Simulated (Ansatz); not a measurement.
We consider CsCl-type TiCo, described by RPBE (Ansatz, a program for electronic structure, PAW).

Numerical settings: plane-wave cutoff 520 eV, 18×18×18 k mesh, Fermi–Dirac smearing 0.05 eV, no spin polarisation, scalar-relativistic PAW data made under PBE.

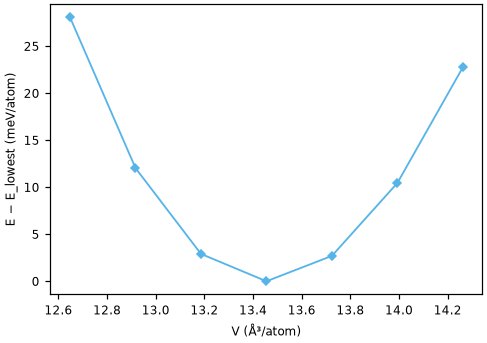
Fig. 1. Total energy against volume

**Question.** From the curve, estimate the equilibrium volume and the bulk modulus.

**Answer.** V0 ≈ 13.5 Å³/atom and B0 ≈ 170 GPa; the fit gives V0 = 13.455 Å³/atom, B0 = 167 GPa, B′ = 4.2.

Measured, for comparison: bulk modulus 154 GPa, equilibrium volume per atom 13.43 Å³/atom (room temperature, not corrected to a static lattice; as tabulated in Yamada et al. (2019), arXiv:1910.09660). Computed (rounded) less measured: bulk modulus +8 %, equilibrium volume per atom +0.2 %. A static lattice is as a rule a little smaller and stiffer than an uncorrected measurement, which narrows the difference in the bulk modulus and would widen misses of the other sign.

The computed numbers hold no vibrational or temperature effects.

It cost roughly 40 core-seconds of CPU time.
